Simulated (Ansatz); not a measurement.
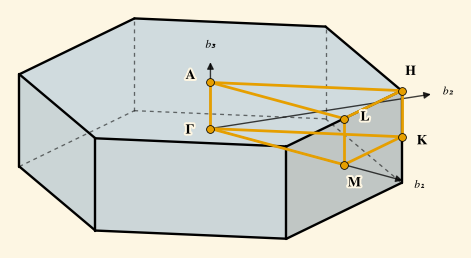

The figure shows the first Brillouin zone with its special points and a band path. Crystal: C, coordinates from a relaxation at fixed volume with DFT r2SCAN, scalar-relativistic, plane waves, PAW (Ansatz). Symmetry computed with spglib at a tolerance of 0.002 Å; standard conventional cell.

Labels and path follow the convention of Hinuma et al. (2017), as computed by seekpath; the arrows show the directions of the reciprocal primitive vectors b₁, b₂, b₃.

### Name the Bravais lattice of the crystal.

A primitive hexagonal lattice (hP; extended symbol hP2). The zone is a hexagonal prism in its combinatorial type: 8 faces (6 with 4 edges, 2 with 6 edges), 18 edges, 12 vertices.

### In which order does the conventional band path visit the special points?

Γ–M–K–Γ–A–L–H–A | L–M | H–K
